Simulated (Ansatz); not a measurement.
# KAuF3 (cubic perovskite) (Pm-3m): Hubbard U and Hund's J by constrained RPA, part 2 of 2

How strongly is the local Coulomb interaction screened in KAuF3 (cubic perovskite) (Pm-3m)?

Ansatz 0.2.0; non-magnetic LDA, then constrained RPA, plane waves, PAW.

So far. Step 3 (Constrained RPA: Au d, bands v5 to v1, 4×4×4 mesh …): On the Au d shell, screening brings the on-site interaction from 12.7 eV down to U = 4.66 eV.

The structure was built from a prototype and need not be the compound's stable phase.

### Step 4. Constrained RPA: Au d + anion p, bands v14 to v1, 4×4×4 mesh, medium accuracy

Level of this step: constrained RPA on LDA, plane waves, PAW (Ansatz).

The input, input.yaml:

```yaml
crystal:
  lattice:
    - [0.0, -4.32778339, 0.0]
    - [0.0, 0.0, 4.32778339]
    - [-4.32778339, 0.0, 0.0]
  atoms:
    - { symbol: K, position: [0.0, 0.0, 0.0] }
    - { symbol: Au, position: [0.5, 0.5, 0.5] }
    - { symbol: F, position: [0.5, 0.5, 0.0] }
    - { symbol: F, position: [0.5, 0.0, 0.5] }
    - { symbol: F, position: [0.0, 0.5, 0.5] }
kpoints:
  mp_grid: { grid: [8, 8, 8] }
hamiltonian:
  xc: lda
scf:
  occupations: { method: gaussian, width: 0.08 }
  n_extra_bands: 19
  max_iter: 150
  lower_state_search: "off"
output:
  crpa:
    kmesh: [4, 4, 4]
    target_bands: [v14, v1]
    projections: [{ species: Au, l: d, shell: 5 }, { species: F, l: p, shell: 2 }]
  local_orbitals:
    kmesh: [8, 8, 8]
    orbitals: [{ species: Au, l: d, shell: 5 }, { species: F, l: p, shell: 2 }]
    window: { bands: [v14, v1] }
    seedname: lo
```

Run with:

```console
$ ansatz run input.yaml --threads 4 --pin off --max-ram 9216MiB --backend cpu --events-out ev --progress --plain --runs-dir out
```

Numbers of over 12 decimals in the logs are rounded to 6 here.

Log:

```text
[...]
Crystal: 5 atoms, lattice volume = 81.058 Å³
Basis set: ecut = 420 eV, 1575 PW (Γ)
Bands: 44, of which v1, the nominal top of the filled ones, is band 25 counted from 1 (24 counted from 0)
Symmetry: 48 space group operations
[...]
k-points: 35 of 512
[...]
SCF iter   1: F=—  HF=-16742.034424 eV  |F-HF|=—  |Δ(HF+E_count)|=         —  Δρ=1.94e-2  dr2=2.20e-1  ethr=1.77e-3  ⟨swp⟩=5.9  Hψ=7017  notcnv=0  defer=273
[...]
SCF iter   7: F=-16741.969244 eV  HF=-16741.969244 eV  |F-HF|=4.47e-10  |Δ(HF+E_count)|=   5.81e-8  Δρ=3.97e-6  dr2=4.45e-9  ethr=2.04e-10  ⟨swp⟩=11.3  Hψ=8287  notcnv=0
SCF 1 converged in 7 iterations: F = -16741.969244 eV  dr2 = 4.45e-9
[...]
cRPA screening: q 1/64
cRPA screening: q 2/64
cRPA screening: q 8/64 (q-point 3)
cRPA screening: q 11/64 (q-point 6)
cRPA screening: q 17/64 (q-point 7)
cRPA screening: q 29/64 (q-point 8)
cRPA screening: q 35/64 (q-point 11)
cRPA screening: q 38/64 (q-point 22)
cRPA screening: q 40/64 (q-point 23)
cRPA screening: q 46/64 (q-point 24)
cRPA screening: q 52/64 (q-point 27)
cRPA screening: q 58/64 (q-point 28)
cRPA screening: q 64/64 (q-point 43)
SCF converged after 7 iterations
Free energy (F): -16741.969244 eV
[...]
Internal energy: -16741.964387 eV  (E = F + TS)
E sigma→0 (E₀):  -16741.966815 eV
Entropy (-TS):   -0.004857 eV (-0.971 meV/atom)
Fermi energy:    6.678753 eV
[...]
--- Band table (eV; the first three rows and the last of 35) ---
  k-point 0: bands = [... 21 lower, 3.3903, 3.3903, 4.2191, 4.2191, 7.1735, 12.6527, 12.6527, 12.9357, ... 15 higher]
  k-point 1: bands = [... 21 lower, 3.6421, 3.6421, 4.2203, 4.6291, 7.4762, 12.6788, 12.7510, 13.0450, ... 15 higher]
  k-point 2: bands = [... 21 lower, 4.0729, 4.0729, 4.2230, 5.1915, 8.3481, 12.4449, 12.9969, 13.6119, ... 15 higher]
  k-point 34: bands = [... 21 lower, 5.0000, 5.0000, 7.6811, 7.6811, 12.3521, 12.3521, 12.3521, 13.0592, ... 15 higher]
[...]
χ-basis size per q: N_G = 257..304
[...]
Each shell's averages of U are screened by what lies outside the whole window alone: parameters of one model of all the shells.
[...]
screened: U = 6.7323 eV, U' = 5.7195 eV, J = 0.5058 eV
      screened, to within: U = 1.7e-2 eV, U' = 1.7e-2 eV, J = 7.0e-4 eV
      bare: V = 16.9365 eV, V' = 15.5723 eV, J = 0.6826 eV
    Site 2, 2P, 3 of 3 p orbitals (Wannier functions 6, 7, 8; wannier90's mr 1, 2, 3):
      screened: U = 8.4402 eV, U' = 6.7421 eV, J = 0.8304 eV
      screened, to within: U = 3.4e-2 eV, U' = 3.4e-2 eV, J = 1.3e-3 eV
      bare: V = 22.1458 eV, V' = 20.0089 eV, J = 1.0511 eV
    Site 3, 2P, 3 of 3 p orbitals (Wannier functions 9, 10, 11; wannier90's mr 1, 2, 3):
      screened: U = 8.4402 eV, U' = 6.7421 eV, J = 0.8304 eV
      screened, to within: U = 3.4e-2 eV, U' = 3.4e-2 eV, J = 1.3e-3 eV
      bare: V = 22.1458 eV, V' = 20.0089 eV, J = 1.0511 eV
    Site 4, 2P, 3 of 3 p orbitals (Wannier functions 12, 13, 14; wannier90's mr 1, 2, 3):
      screened: U = 8.4402 eV, U' = 6.7421 eV, J = 0.8304 eV
      screened, to within: U = 3.4e-2 eV, U' = 3.4e-2 eV, J = 1.3e-3 eV
      bare: V = 22.1458 eV, V' = 20.0089 eV, J = 1.0511 eV
[...]
```

Run time: 4 min. Hardware: 4 threads of Arm Neoverse V1, shared host; peak memory 0.77 GiB.

This step gave:

```yaml
u: 6.732 eV
u_prime_inter_orbital: 5.719 eV
j: 0.5058 eV
bare_v: 16.94 eV
bare_j: 0.6826 eV
stated_bound_on_u: 0.01637 eV
u_over_bare_v: 0.3975
electrons_in_the_window: 27.00
head_of_the_constrained_inverse_dielectric_matrix: 0.3458
least_eigenvalue_of_the_projection_s_overlap: 0.6595
target_functions: 14
bands_in_the_sums: 50
r_m_s_miss_of_the_model_bands: 1.23e-4 eV
width_of_the_target_bands: 9.133 eV
weight_of_the_projected_orbitals_in_the_window: 0.9683
```

On the Au d shell, screening brings the on-site interaction from 16.9 eV down to U = 6.73 eV.

Kanamori averages over each shell's functions. Crpa shells, by row:

| site | element | shell | orbitals | U (eV) | U' (eV) | J (eV) | bare V (eV) | bare V' (eV) | bare J (eV) | bound on U (eV) |
| --- | --- | --- | --- | --- | --- | --- | --- | --- | --- | --- |
| 2 | Au | 5D | 5 | 6.732 | 5.719 | 0.5058 | 16.94 | 15.57 | 0.6826 | 0.01637 |
| 3 | F | 2P | 3 | 8.44 | 6.742 | 0.8304 | 22.15 | 20.01 | 1.051 | 0.03371 |
| 4 | F | 2P | 3 | 8.44 | 6.742 | 0.8304 | 22.15 | 20.01 | 1.051 | 0.03371 |
| 5 | F | 2P | 3 | 8.44 | 6.742 | 0.8304 | 22.15 | 20.01 | 1.051 | 0.03371 |

Density-density elements U_iijj, eV. U matrix, by row:

| orbital | Au2 dz2 | Au2 dxz | Au2 dyz | Au2 dx2-y2 | Au2 dxy | F3 pz | F3 px | F3 py | F4 pz | F4 px | F4 py | F5 pz | F5 px | F5 py |
| --- | --- | --- | --- | --- | --- | --- | --- | --- | --- | --- | --- | --- | --- | --- |
| Au2 dz2 | 6.786 | 5.886 | 5.886 | 5.585 | 5.563 | 2.293 | 2.483 | 2.289 | 2.717 | 2.459 | 2.459 | 2.293 | 2.289 | 2.483 |
| Au2 dxz | 5.886 | 6.697 | 5.646 | 5.671 | 5.646 | 2.419 | 2.611 | 2.389 | 2.611 | 2.419 | 2.389 | 2.258 | 2.258 | 2.429 |
| Au2 dyz | 5.886 | 5.646 | 6.697 | 5.671 | 5.646 | 2.258 | 2.429 | 2.258 | 2.611 | 2.389 | 2.419 | 2.419 | 2.389 | 2.611 |
| Au2 dx2-y2 | 5.585 | 5.671 | 5.671 | 6.786 | 5.994 | 2.401 | 2.639 | 2.405 | 2.406 | 2.236 | 2.236 | 2.401 | 2.405 | 2.639 |
| Au2 dxy | 5.563 | 5.646 | 5.646 | 5.994 | 6.697 | 2.389 | 2.611 | 2.419 | 2.429 | 2.258 | 2.258 | 2.389 | 2.419 | 2.611 |
| F3 pz | 2.293 | 2.419 | 2.258 | 2.401 | 2.389 | 8.811 | 6.585 | 7.056 | 1.745 | 1.766 | 1.707 | 1.665 | 1.707 | 1.703 |
| F3 px | 2.483 | 2.611 | 2.429 | 2.639 | 2.611 | 6.585 | 7.698 | 6.585 | 1.759 | 1.745 | 1.703 | 1.703 | 1.745 | 1.759 |
| F3 py | 2.289 | 2.389 | 2.258 | 2.405 | 2.419 | 7.056 | 6.585 | 8.811 | 1.703 | 1.707 | 1.665 | 1.707 | 1.766 | 1.745 |
| F4 pz | 2.717 | 2.611 | 2.611 | 2.406 | 2.429 | 1.745 | 1.759 | 1.703 | 7.698 | 6.585 | 6.585 | 1.745 | 1.703 | 1.759 |
| F4 px | 2.459 | 2.419 | 2.389 | 2.236 | 2.258 | 1.766 | 1.745 | 1.707 | 6.585 | 8.811 | 7.056 | 1.707 | 1.665 | 1.703 |
| F4 py | 2.459 | 2.389 | 2.419 | 2.236 | 2.258 | 1.707 | 1.703 | 1.665 | 6.585 | 7.056 | 8.811 | 1.766 | 1.707 | 1.745 |
| F5 pz | 2.293 | 2.258 | 2.419 | 2.401 | 2.389 | 1.665 | 1.703 | 1.707 | 1.745 | 1.707 | 1.766 | 8.811 | 7.056 | 6.585 |
| F5 px | 2.289 | 2.258 | 2.389 | 2.405 | 2.419 | 1.707 | 1.745 | 1.766 | 1.703 | 1.665 | 1.707 | 7.056 | 8.811 | 6.585 |
| F5 py | 2.483 | 2.429 | 2.611 | 2.639 | 2.611 | 1.703 | 1.759 | 1.745 | 1.759 | 1.703 | 1.745 | 6.585 | 6.585 | 7.698 |

Exchange elements U_ijji, eV. J matrix, by row:

| orbital | Au2 dz2 | Au2 dxz | Au2 dyz | Au2 dx2-y2 | Au2 dxy | F3 pz | F3 px | F3 py | F4 pz | F4 px | F4 py | F5 pz | F5 px | F5 py |
| --- | --- | --- | --- | --- | --- | --- | --- | --- | --- | --- | --- | --- | --- | --- |
| Au2 dz2 | - | 0.426 | 0.426 | 0.6 | 0.591 | 0.01 | 0.034 | 0.01 | 0.087 | 0.034 | 0.034 | 0.01 | 0.01 | 0.034 |
| Au2 dxz | 0.426 | - | 0.524 | 0.536 | 0.524 | 0.019 | 0.042 | 0.003 | 0.042 | 0.019 | 0.003 | 0.002 | 0.002 | 0.019 |
| Au2 dyz | 0.426 | 0.524 | - | 0.536 | 0.524 | 0.002 | 0.019 | 0.002 | 0.042 | 0.003 | 0.019 | 0.019 | 0.003 | 0.042 |
| Au2 dx2-y2 | 0.6 | 0.536 | 0.536 | - | 0.371 | 0.026 | 0.07 | 0.026 | 0.017 | 0.002 | 0.002 | 0.026 | 0.026 | 0.07 |
| Au2 dxy | 0.591 | 0.524 | 0.524 | 0.371 | - | 0.003 | 0.042 | 0.019 | 0.019 | 0.002 | 0.002 | 0.003 | 0.019 | 0.042 |
| F3 pz | 0.01 | 0.019 | 0.002 | 0.026 | 0.003 | - | 0.806 | 0.88 | 0.004 | 0.003 | 0.001 | 0 | 0.001 | 0.003 |
| F3 px | 0.034 | 0.042 | 0.019 | 0.07 | 0.042 | 0.806 | - | 0.806 | 0.012 | 0.004 | 0.003 | 0.003 | 0.004 | 0.012 |
| F3 py | 0.01 | 0.003 | 0.002 | 0.026 | 0.019 | 0.88 | 0.806 | - | 0.003 | 0.001 | 0 | 0.001 | 0.003 | 0.004 |
| F4 pz | 0.087 | 0.042 | 0.042 | 0.017 | 0.019 | 0.004 | 0.012 | 0.003 | - | 0.806 | 0.806 | 0.004 | 0.003 | 0.012 |
| F4 px | 0.034 | 0.019 | 0.003 | 0.002 | 0.002 | 0.003 | 0.004 | 0.001 | 0.806 | - | 0.88 | 0.001 | 0 | 0.003 |
| F4 py | 0.034 | 0.003 | 0.019 | 0.002 | 0.002 | 0.001 | 0.003 | 0 | 0.806 | 0.88 | - | 0.003 | 0.001 | 0.004 |
| F5 pz | 0.01 | 0.002 | 0.019 | 0.026 | 0.003 | 0 | 0.003 | 0.001 | 0.004 | 0.001 | 0.003 | - | 0.88 | 0.806 |
| F5 px | 0.01 | 0.002 | 0.003 | 0.026 | 0.019 | 0.001 | 0.004 | 0.003 | 0.003 | 0 | 0.001 | 0.88 | - | 0.806 |
| F5 py | 0.034 | 0.019 | 0.042 | 0.07 | 0.042 | 0.003 | 0.012 | 0.004 | 0.012 | 0.003 | 0.004 | 0.806 | 0.806 | - |

Projected local orbitals of the target window. The electronic bands at the labelled points (eV, zero at the Fermi level; # counts the bands kept):

| point | #11 | #12 | #13 | #14 |
| --- | --- | --- | --- | --- |
| Γ | -3.29 | -3.29 | -2.46 | -2.46 |
| X | -2.45 | -2.14 | -2.14 | -1.08 |
| M | -2.14 | -1.88 | -1.70 | 1.00 |
| Γ | -3.29 | -3.29 | -2.46 | -2.46 |
| R | -1.68 | -1.68 | 1.00 | 1.00 |
| X | -2.45 | -2.14 | -2.14 | -1.08 |
| jump to R | -1.68 | -1.68 | 1.00 | 1.00 |
| M | -2.14 | -1.88 | -1.70 | 1.00 |

The same for Kohn-Sham, solved directly:

| point | #11 | #12 | #13 | #14 |
| --- | --- | --- | --- | --- |
| Γ | -3.29 | -3.29 | -2.46 | -2.46 |
| X | -2.45 | -2.14 | -2.14 | -1.08 |
| M | -2.14 | -1.88 | -1.70 | 1.00 |
| Γ | -3.29 | -3.29 | -2.46 | -2.46 |
| R | -1.68 | -1.68 | 1.00 | 1.00 |
| X | -2.45 | -2.14 | -2.14 | -1.08 |
| R | -1.68 | -1.68 | 1.00 | 1.00 |
| M | -2.14 | -1.88 | -1.70 | 1.00 |

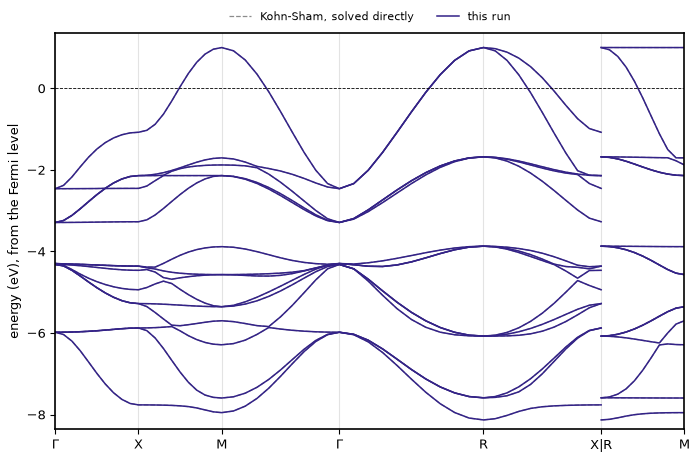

Electronic bands along the path; dashed: Kohn-Sham, solved directly.

Onsite levels, by row:

| orbital | level less Fermi level (eV) |
| --- | --- |
| Au2 dz2 | -2.559 |
| Au2 dxz | -3.201 |
| Au2 dyz | -3.201 |
| Au2 dx2-y2 | -2.559 |
| Au2 dxy | -3.201 |
| F3 pz | -4.43 |
| F3 px | -5.664 |
| F3 py | -4.43 |
| F4 pz | -5.664 |
| F4 px | -4.43 |
| F4 py | -4.43 |
| F5 pz | -4.43 |
| F5 px | -4.43 |
| F5 py | -5.664 |

Largest distinct elements between sites. Hoppings, by row:

| from | to | cell | distance (Å) | t (eV) |
| --- | --- | --- | --- | --- |
| F4 pz | Au2 dz2 | 0 0 0 | 2.164 | -1.636 |
| Au2 dx2-y2 | F5 py | 0 0 0 | 2.164 | -1.417 |
| F3 px | Au2 dz2 | 0 0 0 | 2.164 | -0.818 |
| Au2 dxy | F5 px | 0 0 0 | 2.164 | -0.7397 |
| F3 px | F4 pz | 0 0 0 | 3.06 | 0.37 |
| F4 pz | F5 pz | 0 -1 0 | 3.06 | 0.1226 |
| F4 py | F5 pz | 1 0 0 | 3.06 | -0.1093 |
| F5 px | F5 px | 1 0 0 | 4.328 | -0.0722 |
| Au2 dz2 | F3 px | 0 1 0 | 4.839 | 0.0582 |
| F5 py | Au2 dx2-y2 | -1 0 -1 | 4.839 | -0.0542 |
| F4 pz | F4 pz | -1 0 0 | 4.328 | -0.0512 |
| F5 px | F4 px | 0 0 0 | 3.06 | -0.0501 |

### Step 5. The windows together

Times are wall times on 4 threads of Arm Neoverse V1, shared host, good to a factor of about two.

| target | bands | functions | width (eV) | bare V (eV) | U (eV) | U′ (eV) | J (eV) | U/V | time |
| --- | --- | --- | --- | --- | --- | --- | --- | --- | --- |
| Au d | v5–v1 | 5 | 4.29 | 12.66 | 4.66 | 3.98 | 0.31 | 0.37 | 86 s |
| Au d + anion p | v14–v1 | 14 | 9.13 | 16.94 | 6.73 | 5.72 | 0.51 | 0.40 | 4 min |

### Step 6. Summary of results

* Au d: U 4.66 eV, U′ 3.98 eV, J 0.31 eV, bare V 12.7 eV
* Au d + anion p: U 6.73 eV, U′ 5.72 eV, J 0.51 eV, bare V 16.9 eV
* method: constrained RPA on non-magnetic LDA, 4×4×4 mesh, static; search for lower states off

In words: For Au d, screening cuts the on-site interaction from 12.66 eV to 4.66 eV (37 %), while J goes only from 0.43 eV to 0.31 eV: the monopole is screened far more than the multipoles. U − 2J differs from U′ by +0.05 eV, so the Kanamori relation holds well. U is 1.1 times the width of the target bands. With the window Au d + anion p U becomes 6.73 eV and the bare V 16.94 eV, so U/V goes from 0.37 to 0.40. The parent state is non-magnetic and the interaction static (zero frequency); U depends on the window and the orbitals, so it belongs to this model alone. The bands cross the Fermi level under this constraint, which need not be the crystal's state: magnetic order, correlation or a lattice distortion may open a gap. Spin-orbit coupling, which is strong for atoms this heavy, is left out. A window that holds the anion p bands defines a model with explicit ligands; its U belongs to that model and is not the U of DFT+U.

[Paths, hosts, dates, memory and timing lines, banners, echoed tables and standing remarks are left out of the program output.]

[Logs are printed without paths, hosts, clocks, repeated set-up lines and the standing remarks that a program may print on its own settings, such as how far it seeks lower states.]

[Runs of the session that timed out or met a known fault of the program may be left out.]

[Hosts, paths, dates, database ids (printed as entryN), source tags and the programs' standing remarks are cut or masked in the printed files.]
